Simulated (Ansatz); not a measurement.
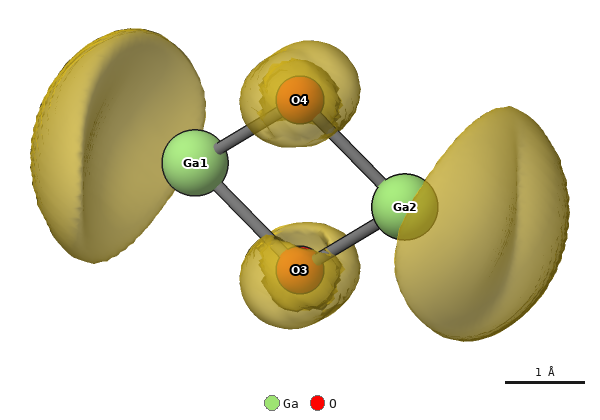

Figure. Ga₂O₂ (triplet). Isosurface of the ELF at 0.8 (yellow), seen at a tilt. Only the valence region is drawn (cores and ρ < 0.01 e/Å³ removed).

Geometry: PBE-D4/def2-SVP.

The calculation used UKS PBE0-D4/def2-TZVP in Ansatz 0.2.0.

Input file:

```
crystal:
  periodic: [false, false, false]
  atoms:
    - {symbol: Ga, position_ang: [0.478151, 1.162087, 0.861103]}
    - {symbol: Ga, position_ang: [-0.477922, -1.161467, -0.860614]}
    - {symbol: O, position_ang: [-0.867648, -0.203944, 0.756422]}
    - {symbol: O, position_ang: [0.867419, 0.203333, -0.756901]}
basis:
  gaussian: {orbitals: def2-TZVP, initial_orbitals: start.molden}
magnetization: {spin_polarized: true, initial_magnetization: 2}
hamiltonian: {xc: pbe0, dispersion: d4}
scf: {omitted_lower_state_checks: [starts]}
output: {orbitals: {seedname: orbitals}}
```

Command:

```sh
ansatz run in.yaml --threads 4 --pin off --events-out ev --progress --plain --max-ram 3916MiB
```

### Identify the bonds, lone pairs and shells in this picture.

At this value the surface marks out two lobes on Ga, pointing away from the bonds (non-bonding electrons) and two regions wrapped around O (the valence shell of each).

Values along the shortest contacts:
Ga–O (1.92 Å): the ELF peaks at about 0.80 in the valence shell of O, 0.6 Å from its nucleus, and is about 0.20 at the midpoint.
